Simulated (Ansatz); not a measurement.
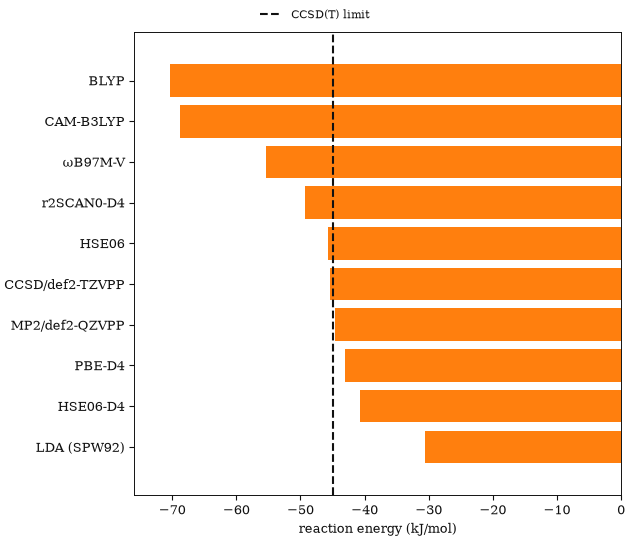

Electronic reaction energy of BSnSiH₆F (F[SiH2][BH][SnH3]) + HF (F) → SnH₃F ([F][SnH3]) + BSiH₄F (B[SiH2]F) (SMILES in brackets) at several levels (functionals in def2-TZVPP unless a basis is named), isolated molecules at PBE0-D4 triple-zeta geometries, minima by their frequencies, no zero-point or thermal terms, the Ansatz code. The line is frozen-core CCSD(T) at the basis limit (MP2 extrapolated from triple and quadruple zeta, plus CCSD(T) less MP2 in a smaller set). No dispersion term is added to BLYP, CAM-B3LYP and HSE06. The distance of CCSD/def2-TZVPP and MP2/def2-QZVPP to the limit includes basis error. Core potentials past Kr.

### What do zero-point energy and temperature add?

Zero-point change 0.6 kJ/mol; at 298.15 K and 1 bar the CCSD(T) limit plus thermal terms gives an enthalpy of reaction of −48.6 and a free energy of −46.6 kJ/mol (harmonic PBE0-D4 modes, ideal gas).

### Give the values.

| level | kJ/mol | less CCSD(T) limit |
| --- | --- | --- |
| BLYP | −70.3 | −25.4 |
| CAM-B3LYP | −68.9 | −23.9 |
| ωB97M-V | −55.3 | −10.4 |
| r2SCAN0-D4 | −49.3 | −4.4 |
| HSE06 | −45.7 | −0.8 |
| CCSD/def2-TZVPP | −45.4 | −0.5 |
| MP2/def2-QZVPP | −44.6 | 0.3 |
| PBE-D4 | −43.1 | 1.9 |
| HSE06-D4 | −40.7 | 4.2 |
| LDA (SPW92) | −30.6 | 14.3 |
| CCSD(T) limit | −44.9 | 0.0 |

Known limits of this run: outer-core shells are correlated without core-valence functions, which makes the correlated values less sure; spin-orbit coupling is left out, and with Sn it can shift these values; one conformer of each flexible molecule.
